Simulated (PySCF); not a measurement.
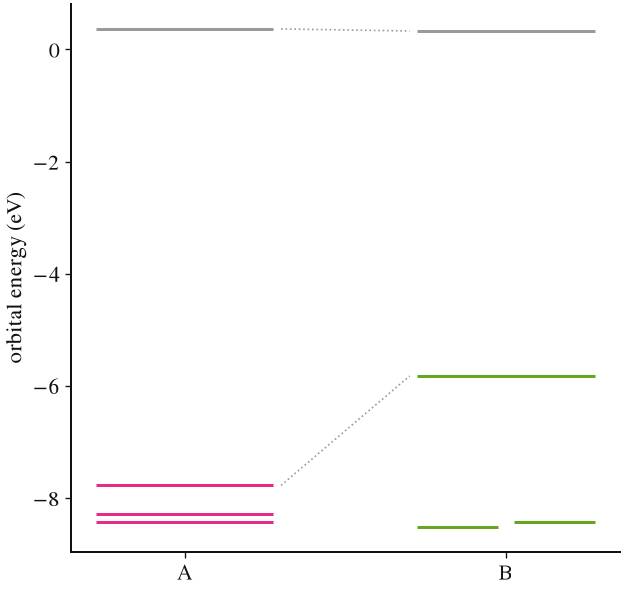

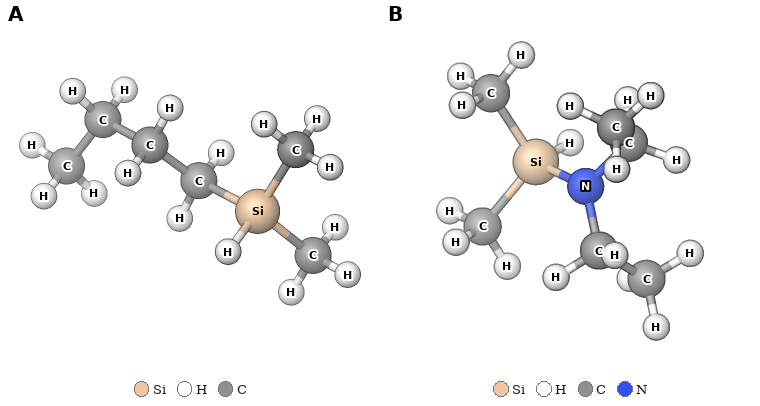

Related molecules: A is C₆H₁₆Si (SiHMe2(nBu)), SMILES [H][Si](C)(C)CCCC; B is C₆H₁₇NSi, SMILES [H][Si](C)(C)N(CC)CC. Frontier orbital energies, B3LYP/def2-SVPD, PySCF, at a PBE0-D3(BJ)/def2-SVP geometry (no frequency check); drawn are at most three filled levels and, in grey, the LUMO with any level within 0.03 eV of it; dotted lines join the HOMOs and the LUMOs.

### What does the change do to the frontier levels?

From A to B the HOMO rises by 1.95 eV and the LUMO hardly moves, so the separation goes from 8.14 to 6.15 eV.

Limits of at least one run: empty levels above zero depend strongly on the basis; one conformer of a flexible molecule.
